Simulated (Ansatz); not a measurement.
# Decaying states in the gap of Ga2SO

A new crystal, Ga2SO: structure, gap and complex bands. It is built by putting O for part of the S in the GaS structure of space group R-3m, with the volume rescaled by atomic radii. The parent structure comes from the Materials Project.

Calculated with Ansatz 0.2.0; PBEsol DFT, plane waves, PAW files, in the first sound run; inputs show where later runs differ.

The structure was built from a prototype and need not be the compound's stable phase.

## 1. The starting structure

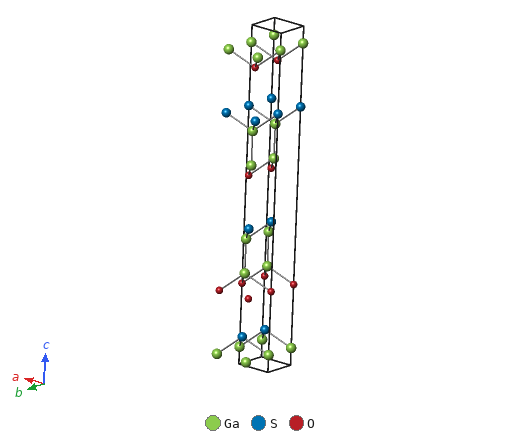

The starting structure, seen from a free direction (gallium green, sulfur blue, oxygen red). 1×2×1 cells are drawn. This picture shows the conventional cell, with its axes. Bonds to atoms that aren't drawn are left out. Some periodic images of atoms are drawn too.

## 2. Relaxing the new crystal

The substituted atoms don't fit the parent's cell, so cell and atoms relax together. A small smearing keeps the run stable in case the gap closes on the way.

Contents of input.yaml:

```yaml
crystal:
  lattice:
    - [1.7187124417, 0.9922990909, 7.6207865504]
    - [-1.7187124417, 0.9922990909, 7.6207865504]
    - [0.0, -1.9845981817, 7.6207865504]
  atoms:
    - { symbol: Ga, position: [0.94917581, 0.94917581, 0.94917581] }
    - { symbol: Ga, position: [0.05082419, 0.05082419, 0.05082419] }
    - { symbol: S, position: [0.23805187, 0.23805187, 0.23805187] }
    - { symbol: O, position: [0.76194813, 0.76194813, 0.76194813] }
kpoints:
  mp_grid: { grid: [8, 8, 8] }
scf:
  occupations: { method: gaussian, width: 0.03 }
hamiltonian:
  xc: pbesol
output:
  forces: true
  stress: true
relax:
  f_tol: 0.02
  max_steps: 60
  cell: {}
```

Started as:

```
> ansatz run input.yaml --threads 2 --pin off --max-ram 4096MiB --backend cpu --events-out ev --progress --plain --runs-dir out
```

Numbers of over 12 decimals in the logs are rounded to 6 here.

The program printed:

```text
basis.fft_grid_basis auto: the FFT boxes are laid along the combinations [[1, 0, -1], [0, 1, -1], [0, 0, 1]] of the cell's own vectors, 3.437, 3.437 and 7.875 Å long. The dense box has 24×24×54 points. Along the cell's own vectors, as sized, it would have 54×54×54, 5.06 times as many. Of the 6 symmetry operations that the crystal satisfies within crystal.symmetry.tolerance (time reversal apart; of a slab, those that  [...]
Engine: ansatz 0.2.0, aarch64-unknown-linux-gnu
Pseudopotentials: kind: paw
Pseudopotential: Ga, paw, valence charge 13, recommended cutoff 420 eV (normal), Ga.paw.azcp
Pseudopotential: S, paw, valence charge 6, recommended cutoff 420 eV (normal), S.paw.azcp
Pseudopotential: O, paw, valence charge 6, recommended cutoff 420 eV (normal), O.paw.azcp
Functional definition: PBEsol
  exchange = pbesol_x
  correlation = pbesol_c
Crystal: 4 atoms, lattice volume = 77.982 Å³
Basis set: ecut = 420 eV, 1513 PW (Γ), FFT grids on a1−a3, a2−a3, a3, exchange–correlation on 48×48×108 points (8 copies of the dense FFT grid, shifted against one another)
Bands: 23, of which v1, the nominal top of the filled ones, is band 19 counted from 1 (18 counted from 0)
Symmetry: 6 space group operations
Space group: R3m (ITA 160), of the structure as read, at distance tolerance 4.3e-5 Å
k-points: 65 of 512 (time reversal used)
Non-local potential: Ga, projectors of the file, l = 0: 2, l = 1: 2, l = 2: 3, l = 3: 1
Non-local potential: S, projectors of the file, l = 0: 2, l = 1: 2, l = 2: 2
Non-local potential: O, projectors of the file, l = 0: 2, l = 1: 2, l = 2: 1
PAW form: soft (Blöchl's): semilocal exchange-correlation on the pseudo side does not see the compensation charge
PAW frozen core: Ga, regenerated for the run's functional, and the local potential with it (the file was generated under x = pbe(κ = 0.804, μ = 0.219515), c = pbe(β = 0.066725))
PAW frozen core: S, regenerated for the run's functional, and the local potential with it (the file was generated under x = pbe(κ = 0.804, μ = 0.219515), c = pbe(β = 0.066725))
PAW frozen core: O, regenerated for the run's functional, and the local potential with it (the file was generated under x = pbe(κ = 0.804, μ = 0.219515), c = pbe(β = 0.066725))
PAW one-centre angular grid: Ga, 590 points (default); XC on 64 Gauss nodes
PAW one-centre angular grid: S, 110 points (default); XC on 64 Gauss nodes
PAW one-centre angular grid: O, 110 points (default); XC on 64 Gauss nodes
Initial density: superposition of atomic densities (neutral atoms: chi_scale 0, normalization atom), corrected by the library's trained network
Initial wavefunctions: pseudopotential atomic-orbital guess
Functional: x = pbesol(κ = 0.804, μ = 0.123457), c = pbesol(β = 0.046)
SCF iter   1: F=—  HF=-8932.367563 eV  |F-HF|=—  |Δ(HF+E_count)|=         —  Δρ=8.44e-3  dr2=6.17e-2  ethr=1.77e-3  ⟨swp⟩=6.0  Hψ=6894  notcnv=0
preconditioner: auto → Resta (q_TF=auto, 2.420 Å⁻¹)  ε∞=4.3  [insulator: Δε(μ)=1.351 eV  Ē_g=14.355 eV  σ=0.030 eV  W_gap=1.00  n_scr=22 (ndim 8)  ℏωp=25.9 eV  f_vac=0.131  D(μ)=0.00/eV (n_scr^D=0)  ε∞_Penn≈4.3]
SCF iter   2: F=—  HF=-8932.355705 eV  |F-HF|=—  |Δ(HF+E_count)|=   1.19e-2  Δρ=4.23e-3  dr2=2.04e-2  ethr=1.62e-4  ⟨swp⟩=2.0  Hψ=3441  notcnv=0
SCF iter   3: F=—  HF=-8932.352882 eV  |F-HF|=—  |Δ(HF+E_count)|=   2.82e-3  Δρ=1.95e-3  dr2=2.94e-3  ethr=5.37e-5  ⟨swp⟩=2.0  Hψ=1985  notcnv=0
SCF iter   4: F=—  HF=-8932.352388 eV  |F-HF|=—  |Δ(HF+E_count)|=   4.94e-4  Δρ=7.13e-4  dr2=4.78e-4  ethr=7.73e-6  ⟨swp⟩=2.0  Hψ=1734  notcnv=0
SCF iter   5: F=—  HF=-8932.352343 eV  |F-HF|=—  |Δ(HF+E_count)|=   4.51e-5  Δρ=2.29e-4  dr2=4.32e-5  ethr=1.26e-6  ⟨swp⟩=2.0  Hψ=2357  notcnv=0
SCF iter   6: F=—  HF=-8932.352342 eV  |F-HF|=—  |Δ(HF+E_count)|=   4.57e-7  Δρ=7.29e-5  dr2=4.65e-6  ethr=1.14e-7  ⟨swp⟩=2.0  Hψ=2645  notcnv=0
SCF iter   7: F=—  HF=-8932.352347 eV  |F-HF|=—  |Δ(HF+E_count)|=   4.56e-6  Δρ=2.08e-5  dr2=3.63e-7  ethr=1.22e-8  ⟨swp⟩=2.0  Hψ=2601  notcnv=0
SCF iter   8: F=—  HF=-8932.352348 eV  |F-HF|=—  |Δ(HF+E_count)|=   6.53e-7  Δρ=1.19e-5  dr2=1.01e-7  ethr=2.63e-10  ⟨swp⟩=5.0  Hψ=6511  notcnv=0
SCF iter   9: F=-8932.352348 eV  HF=-8932.352348 eV  |F-HF|=3.95e-8  |Δ(HF+E_count)|=   3.57e-8  Δρ=3.31e-6  dr2=1.19e-8  ethr=2.63e-10  ⟨swp⟩=4.5  Hψ=5492  notcnv=0
SCF 1 converged in 9 iterations: F = -8932.352348 eV  dr2 = 1.19e-8
  greatest PAW one-centre occupation: 0.995 electrons in one spin orbital (limit 2), on the Ga atom at site 1 (counted from 0), in its partial waves of l = 2
relax step   1: F+E_penalty+E_count = -8932.35234759 eV  Δ(F+E_penalty+E_count) = +0.000e0 eV  max|allowed force component| = 4.084e0 eV/Å  Δτ_max = 0.0000 Å  P = -3.588 GPa  Ω = 77.982 Å³  (9 SCF iters, dr2 threshold 1.00e-7 eV, accepted)
Crystal: 4 atoms, lattice volume = 75.308 Å³
Basis set: ecut = 420 eV, 1453 PW (Γ), FFT grids on a1−a3, a2−a3, a3, exchange–correlation on 48×48×108 points (8 copies of the dense FFT grid, shifted against one another)
Initial density: handed on by an earlier stage of this run
Initial wavefunctions: those handed on with the density
iter 1 solved again at ethr=9.92e-4 eV; its pass at ethr=3.10e-3 eV (dr2=3.77e-1 eV) is discarded
SCF iter   1: F=—  HF=-8933.392631 eV  |F-HF|=—  |Δ(HF+E_count)|=         —  Δρ=2.91e-2  dr2=3.78e-1  ethr=9.92e-4  ⟨swp⟩=1.0  Hψ=8488  notcnv=0
preconditioner: auto → Resta (q_TF=auto, 2.434 Å⁻¹)  ε∞=4.2  [insulator: Δε(μ)=1.219 eV  Ē_g=14.791 eV  σ=0.030 eV  W_gap=1.00  n_scr=22 (ndim 8)  ℏωp=26.4 eV  f_vac=0.107  D(μ)=0.00/eV (n_scr^D=0)  ε∞_Penn≈4.2]
SCF iter   2: F=—  HF=-8933.294213 eV  |F-HF|=—  |Δ(HF+E_count)|=   9.84e-2  Δρ=1.25e-2  dr2=8.78e-2  ethr=9.92e-4  ⟨swp⟩=2.0  Hψ=2072  notcnv=0
SCF iter   3: F=—  HF=-8933.277999 eV  |F-HF|=—  |Δ(HF+E_count)|=   1.62e-2  Δρ=6.72e-3  dr2=2.79e-2  ethr=2.31e-4  ⟨swp⟩=2.1  Hψ=2587  notcnv=0
SCF iter   4: F=—  HF=-8933.272834 eV  |F-HF|=—  |Δ(HF+E_count)|=   5.17e-3  Δρ=1.72e-3  dr2=3.42e-3  ethr=7.33e-5  ⟨swp⟩=2.0  Hψ=3505  notcnv=0
SCF iter   5: F=—  HF=-8933.272813 eV  |F-HF|=—  |Δ(HF+E_count)|=   2.10e-5  Δρ=7.91e-4  dr2=4.07e-4  ethr=8.99e-6  ⟨swp⟩=2.0  Hψ=2519  notcnv=0
SCF iter   6: F=—  HF=-8933.272765 eV  |F-HF|=—  |Δ(HF+E_count)|=   4.85e-5  Δρ=2.24e-4  dr2=4.51e-5  ethr=1.07e-6  ⟨swp⟩=2.0  Hψ=2676  notcnv=0
SCF iter   7: F=—  HF=-8933.272810 eV  |F-HF|=—  |Δ(HF+E_count)|=   4.49e-5  Δρ=1.01e-4  dr2=9.04e-6  ethr=1.19e-7  ⟨swp⟩=2.0  Hψ=2599  notcnv=0
SCF iter   8: F=—  HF=-8933.272826 eV  |F-HF|=—  |Δ(HF+E_count)|=   1.68e-5  Δρ=2.21e-5  dr2=5.03e-7  ethr=2.38e-8  ⟨swp⟩=2.0  Hψ=2338  notcnv=0
[...]
SCF iter   5: F=—  HF=-8933.368264 eV  |F-HF|=—  |Δ(HF+E_count)|=   5.90e-6  Δρ=4.67e-4  dr2=8.57e-5  ethr=2.05e-6  ⟨swp⟩=2.0  Hψ=2570  notcnv=0
SCF iter   6: F=—  HF=-8933.368266 eV  |F-HF|=—  |Δ(HF+E_count)|=   2.04e-6  Δρ=1.60e-4  dr2=1.83e-5  ethr=2.25e-7  ⟨swp⟩=2.0  Hψ=2625  notcnv=0
SCF iter   7: F=—  HF=-8933.368270 eV  |F-HF|=—  |Δ(HF+E_count)|=   3.71e-6  Δρ=7.11e-5  dr2=4.14e-6  ethr=4.81e-8  ⟨swp⟩=2.2  Hψ=2131  notcnv=0
SCF iter   8: F=-8933.368271 eV  HF=-8933.368271 eV  |F-HF|=7.29e-8  |Δ(HF+E_count)|=   8.03e-7  Δρ=2.00e-5  dr2=1.84e-7  ethr=1.05e-9  ⟨swp⟩=3.2  Hψ=6716  notcnv=0
SCF 3 converged in 8 iterations: F = -8933.368271 eV  dr2 = 1.84e-7
relax step   3: F+E_penalty+E_count = -8933.36827093 eV  Δ(F+E_penalty+E_count) = -9.544e-2 eV  max|allowed force component| = 3.413e-1 eV/Å  Δτ_max = 0.0823 Å  P = +0.852 GPa  Ω = 70.756 Å³  energy of the carried Pulay correction = +9.098e-3 eV  (8 SCF iters, dr2 threshold 4.00e-7 eV, accepted)
[... from here on, the SCF cycles and remarks between the steps are left out ...]
relax step   4: F+E_penalty+E_count = -8933.38349107 eV  Δ(F+E_penalty+E_count) = -1.522e-2 eV  max|allowed force component| = 1.162e-1 eV/Å  Δτ_max = 0.0441 Å  P = -0.280 GPa  Ω = 70.889 Å³  energy of the carried Pulay correction = +8.922e-3 eV  (7 SCF iters, dr2 threshold 4.00e-7 eV, accepted)
relax step   5: F+E_penalty+E_count = -8933.38752784 eV  Δ(F+E_penalty+E_count) = -4.037e-3 eV  max|allowed force component| = 9.213e-2 eV/Å  Δτ_max = 0.0267 Å  P = -0.160 GPa  Ω = 70.060 Å³  energy of the carried Pulay correction = +1.002e-2 eV  (7 SCF iters, dr2 threshold 4.00e-7 eV, accepted)
relax step   6: F+E_penalty+E_count = -8933.39706578 eV  Δ(F+E_penalty+E_count) = -9.538e-3 eV  max|allowed force component| = 1.043e-1 eV/Å  Δτ_max = 0.1104 Å  P = +0.587 GPa  Ω = 66.740 Å³  energy of the carried Pulay correction = +1.455e-2 eV  (8 SCF iters, dr2 threshold 4.00e-7 eV, accepted)
relax step   7: F+E_penalty+E_count = -8933.39703676 eV  Δ(F+E_penalty+E_count) = +2.902e-5 eV  max|allowed force component| = 2.927e-2 eV/Å  Δτ_max = 0.0357 Å  P = +0.041 GPa  Ω = 67.993 Å³  energy of the carried Pulay correction = +1.282e-2 eV  (7 SCF iters, dr2 threshold 4.00e-7 eV, accepted)
relax step   8: F+E_penalty+E_count = -8933.39816863 eV  Δ(F+E_penalty+E_count) = -1.132e-3 eV  max|allowed force component| = 5.598e-3 eV/Å  Δτ_max = 0.0191 Å  P = -0.023 GPa  Ω = 67.591 Å³  energy of the carried Pulay correction = +1.337e-2 eV  (7 SCF iters, dr2 threshold 5.35e-8 eV, accepted)
relax step   9: F+E_penalty+E_count = -8933.39846886 eV  Δ(F+E_penalty+E_count) = -3.002e-4 eV  max|allowed force component| = 4.574e-3 eV/Å  Δτ_max = 0.0076 Å  P = -0.009 GPa  Ω = 67.402 Å³  energy of the carried Pulay correction = +1.363e-2 eV  (9 SCF iters, accepted)
relax step  10: F+E_penalty+E_count = -8933.39103789 eV  Δ(F+E_penalty+E_count) = +7.431e-3 eV  max|allowed force component| = 4.410e-3 eV/Å  Δτ_max = 0.0000 Å  P = -0.170 GPa  Ω = 67.402 Å³  stress off target by 1.98e-1 GPa  SCF on the basis re-selected at this cell (its energy is not comparable with the rows above)  (8 SCF iters)
relax step  11: F+E_penalty+E_count = -8933.39211051 eV  Δ(F+E_penalty+E_count) = -1.073e-3 eV  max|allowed force component| = 3.025e-2 eV/Å  Δτ_max = 0.0175 Å  P = +0.099 GPa  Ω = 66.815 Å³  energy of the carried Pulay correction = +9.462e-4 eV  (7 SCF iters, dr2 threshold 9.77e-8 eV, accepted)
relax step  12: F+E_penalty+E_count = -8933.39201898 eV  Δ(F+E_penalty+E_count) = +9.153e-5 eV  max|allowed force component| = 1.587e-3 eV/Å  Δτ_max = 0.0033 Å  P = +0.013 GPa  Ω = 66.936 Å³  energy of the carried Pulay correction = +7.424e-4 eV  (4 SCF iters, dr2 threshold 1.20e-7 eV, accepted)
iter 1 solved again at ethr=1.74e-7 eV; its pass at ethr=3.10e-3 eV (dr2=6.60e-5 eV) is discarded
SCF iter   1: F=—  HF=-8933.391272 eV  |F-HF|=—  |Δ(HF+E_count)|=         —  Δρ=5.20e-5  dr2=4.09e-7  ethr=1.74e-7  ⟨swp⟩=3.0  Hψ=10460  notcnv=0
preconditioner: auto → none  [insulator: Δε(μ)=0.822 eV  Ē_g=14.934 eV  σ=0.030 eV  W_gap=1.00  n_scr=16 (ndim 8)  ℏωp=28.0 eV  f_vac=0.029  D(μ)=0.00/eV (n_scr^D=0)  ε∞_Penn≈4.5]
SCF iter   2: F=—  HF=-8933.391272 eV  |F-HF|=—  |Δ(HF+E_count)|=   2.78e-7  Δρ=3.03e-5  dr2=3.81e-7  ethr=1.08e-9  ⟨swp⟩=2.0  Hψ=2720  notcnv=0
SCF iter   3: F=—  HF=-8933.391272 eV  |F-HF|=—  |Δ(HF+E_count)|=   2.29e-8  Δρ=1.90e-5  dr2=1.08e-7  ethr=1.00e-9  ⟨swp⟩=2.0  Hψ=2636  notcnv=0
SCF iter   4: F=—  HF=-8933.391272 eV  |F-HF|=—  |Δ(HF+E_count)|=   3.24e-8  Δρ=8.29e-6  dr2=1.85e-8  ethr=2.83e-10  ⟨swp⟩=2.0  Hψ=1800  notcnv=0
SCF iter   5: F=—  HF=-8933.391272 eV  |F-HF|=—  |Δ(HF+E_count)|=   7.60e-9  Δρ=2.15e-6  dr2=9.45e-10  ethr=4.87e-11  ⟨swp⟩=2.0  Hψ=2730  notcnv=0
SCF iter   6: F=—  HF=-8933.391272 eV  |F-HF|=—  |Δ(HF+E_count)|=   1.25e-9  Δρ=5.67e-7  dr2=1.59e-10  ethr=2.49e-12  ⟨swp⟩=2.0  Hψ=2715  notcnv=0
SCF iter   7: F=-8933.391272 eV  HF=-8933.391272 eV  |F-HF|=0.00e0  |Δ(HF+E_count)|=  8.00e-11  Δρ=1.14e-7  dr2=5.05e-12  ethr=1.00e-12  ⟨swp⟩=5.0  Hψ=5537  notcnv=0
SCF 13 converged in 7 iterations: F = -8933.391272 eV  dr2 = 5.05e-12
relax step  13: F+E_penalty+E_count = -8933.39127200 eV  Δ(F+E_penalty+E_count) = +7.470e-4 eV  max|allowed force component| = 1.897e-3 eV/Å  Δτ_max = 0.0000 Å  P = +0.002 GPa  Ω = 66.936 Å³  stress off target by 1.13e-2 GPa  SCF on the basis re-selected at this cell (its energy is not comparable with the rows above)  (7 SCF iters)
basis re-selected at this cell: Δ(F+E_penalty+E_count) = +7.470e-4 eV, ΔP = -0.011 GPa vs the last step (what re-selecting the basis moved, of the pressure what is left beyond the Pulay correction that the steps carried, after the strain that the cell walked since its last selection, with what the two solves' SCF thresholds leave and, on support functions, any second-order correction that the steps lacked; it is no m [...]
SCF converged after 7 iterations
Free energy (F): -8933.391272 eV
Harris-Foulkes:  -8933.391272 eV  (|F-HF|=0.00e0)
Internal energy: -8933.391272 eV  (E = F + TS)
E sigma→0 (E₀):  -8933.391272 eV
Fermi energy:    7.292716 eV
--- Per-component energies (eV) ---
  E_band       = -129.526668
  E_kinetic    = 512.083917
  E_local      = -4793.735130  (includes V_loc(G=0)·N_el)
  E_nonlocal   = 932.436061
  E_hartree    = 2192.215577
  E_xc         = -305.104120
  E_vxc        = -295.981996  (∫ρ·V_xc dr)
  E_paw        = -4638.716544  (= ΣΔE_a)
  E_vpaw       = -868.762796  (= ΣTr[D̂ρ^β])
  E_aug_tail   = 0.002155  (compensation charges beyond the density's cutoff)
  E_ewald      = -2834.396381
  E_core_change = 1.823193  (= ΣΔE_core)
  E_smearing   = -0.000000  (= −TS)
  E_closure    = 0.000000  (closes the sum)
  Σ components = -8933.391272   (vs F -8933.391272, Δ=0.00e0)
--- Forces (eV/Å), atoms counted from 1 ---
  atom   1  Ga    -0.00000000    -0.00000000    -0.00111583
  atom   2  Ga     0.00000000    -0.00000000    -0.00189641
  atom   3  S      0.00000000     0.00000000     0.00165646
  atom   4  O      0.00000000     0.00000000     0.00135973
  max |Σ_I F_I| component: 3.95e-6 eV/Å
--- Stress (GPa, compression-positive) ---
        0.008964       0.000000       0.000000
        0.000000       0.008964      -0.000000
        0.000000      -0.000000      -0.011333
  P = ⅓ Tr σ = 0.0022 GPa (0.022 kbar)
--- Relaxed structure (11 steps of the walk, 11 accepted, 2 SCFs on fresh bases) ---
  F+E_penalty+E_count = -8933.39127200 eV   max|allowed force component| = 1.897e-3 eV/Å   (the final SCF, on the basis selected at the relaxed cell)
  cell:  # Å, volume = 66.9358 Å³
    - [1.669967, 0.964156, 6.928708]
    - [-1.669967, 0.964156, 6.928708]
    - [0, -1.928312, 6.928708]
  atoms:
    - { symbol: Ga, position: [0.949299, 0.949299, 0.949299] }
    - { symbol: Ga, position: [0.067543, 0.067543, 0.067543] }
    - { symbol: S, position: [0.224686, 0.224686, 0.224686] }
    - { symbol: O, position: [0.758472, 0.758472, 0.758472] }
```

It took 60 s on 2 threads of Arm Neoverse V2, shared host; peak memory 0.39 GiB.

The steps of the relaxation:

```
step  energy less that of the first step (eV)  largest force component (eV/Å)  pressure (GPa)  volume (Å³)
   1                                   0.0000                          4.0842           -3.59        77.98
   2                                  -0.9205                          0.8879           -2.68        75.31
   3                                  -1.0159                          0.3413            0.85        70.76
   4                                  -1.0311                          0.1162           -0.28        70.89
   5                                  -1.0352                          0.0921           -0.16        70.06
   6                                  -1.0447                          0.1043            0.59        66.74
   7                                  -1.0447                          0.0293            0.04        67.99
   8                                  -1.0458                          0.0056           -0.02        67.59
   9                                  -1.0461                          0.0046           -0.01        67.40
 10*                                  -1.0387                          0.0044           -0.17        67.40
  11                                  -1.0398                          0.0303            0.10        66.81
  12                                  -1.0397                          0.0016            0.01        66.94
 13*                                  -1.0389                          0.0019            0.00        66.94
```

Relaxation steps marked * repeat the geometry before them on a plane-wave basis chosen anew for their cell, so energy and pressure can jump there.

Forces are held to the 6 operations that the run works with; a distortion that breaks them can't arise in this run.

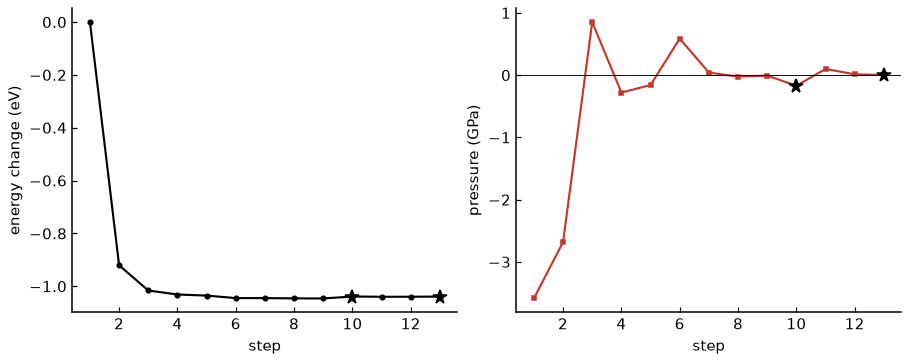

Energy and pressure along the relaxation. Stars mark steps on a basis chosen anew.

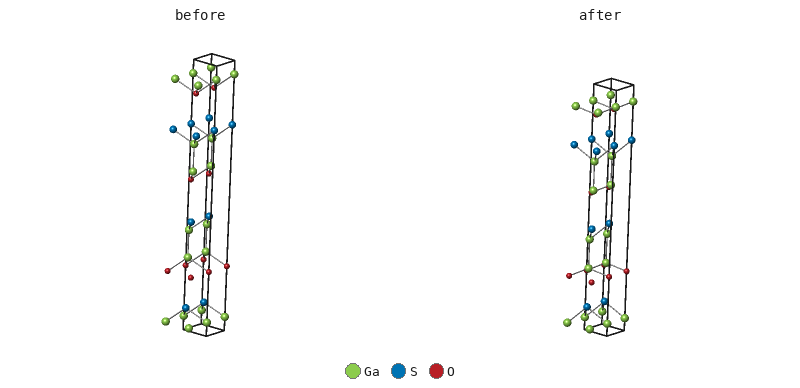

The structure before and after the relaxation, drawn at the same scale. Bonds to atoms that aren't drawn are left out.

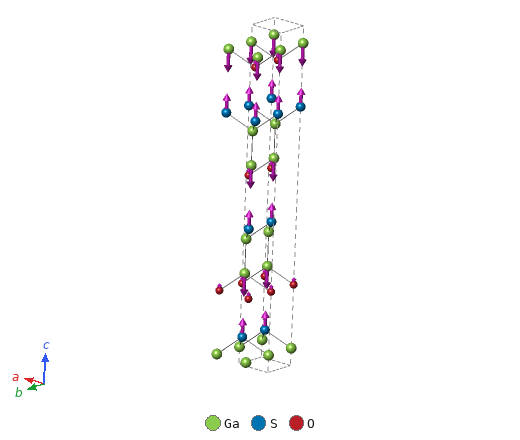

Displacements in the relaxation, exaggerated, measured against the changing cell; the longest in the cell stands for 0.35 Å. Bonds to atoms that aren't drawn are left out. 1×2×1 conventional cells are drawn. Some periodic images of atoms are drawn too.

```
conventional cell, symmetrised  before   after   change
                         a (Å)   3.437   3.340   -2.8 %
                         b (Å)   3.437   3.340   -2.8 %
                         c (Å)  22.862  20.786   -9.1 %
              volume (Å³/atom)   19.50   16.73  -14.2 %
```

The atoms that moved most (Å, as changes of fractional coordinates times the final cell):

```
atom     dx     dy      dz  length
 Ga2  0.000  0.000   0.348   0.348
  S3  0.000  0.000  -0.278   0.278
  O4  0.000  0.000  -0.072   0.072
```

The relaxed structure:

```cif
data_structure
_symmetry_space_group_name_H-M 'P 1'
_symmetry_Int_Tables_number 1
_cell_length_a 7.1920
_cell_length_b 7.1920
_cell_length_c 7.1920
_cell_angle_alpha 26.853
_cell_angle_beta 26.853
_cell_angle_gamma 26.853
_cell_volume 66.94
loop_
_atom_site_label
_atom_site_type_symbol
_atom_site_fract_x
_atom_site_fract_y
_atom_site_fract_z
_atom_site_occupancy
Ga1 Ga 0.94930 0.94930 0.94930 1
Ga2 Ga 0.06754 0.06754 0.06754 1
S3 S 0.22469 0.22469 0.22469 1
O4 O 0.75847 0.75847 0.75847 1
```

Numbers from this step:

```
free energy  : -8933.3913 eV
Fermi energy : 7.293 eV
pressure     : 0.002199 GPa
```

The largest force component on a free atom ends at 0.0019 eV/Å.

[end of part 1 of 3]

[Logs are printed without paths, hosts, clocks, repeated set-up lines and the standing remarks that a program may print on its own settings, such as how far it seeks lower states.]

[Hosts, paths, dates, database ids (printed as entryN), source tags and the programs' standing remarks are cut or masked in the printed files.]

[New means built here by substitution; the compound itself may be known and measured.]
